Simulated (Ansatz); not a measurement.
One stationary structure of YN. Computed with r2SCAN (plane waves to 500 eV, PAW, scalar-relativistic; Ansatz, a first-principles code).

Fm-3m (No. 225), cF8, rock salt type; a = 4.8957 Å, b = 4.8957 Å, c = 4.8957 Å, α = 90.00°, β = 90.00°, γ = 90.00°.

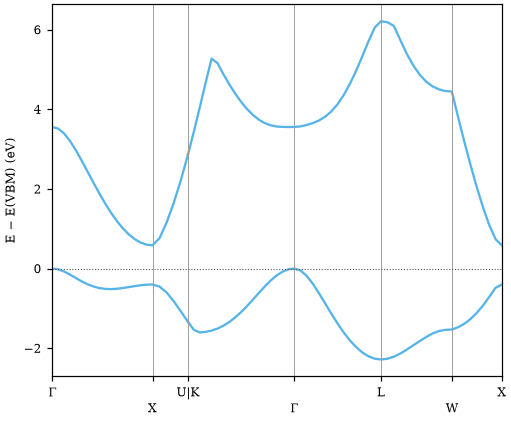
*Highest filled and lowest empty band along the path of this cell's Brillouin zone*

Q: Read off the gap and say whether it is direct.

A: 0.58 eV, indirect (valence top at Γ, conduction bottom at X) (no spin-orbit coupling).

Q: How far does the top valence band disperse along this path?

A: About 2.3 eV.

No spin polarisation in the result.

Measured for YN: a 4.877 Å (as listed in G. Soto, M.G. Moreno-Armenta, A. Reyes-Serrato, Computational Materials Science (2007)). Computed minus measured — a: r2SCAN +0.4 %. The computed values are for a static lattice.

The run could not lose the symmetry of its start; a randomly shaken copy of 4 atoms returns to this structure.
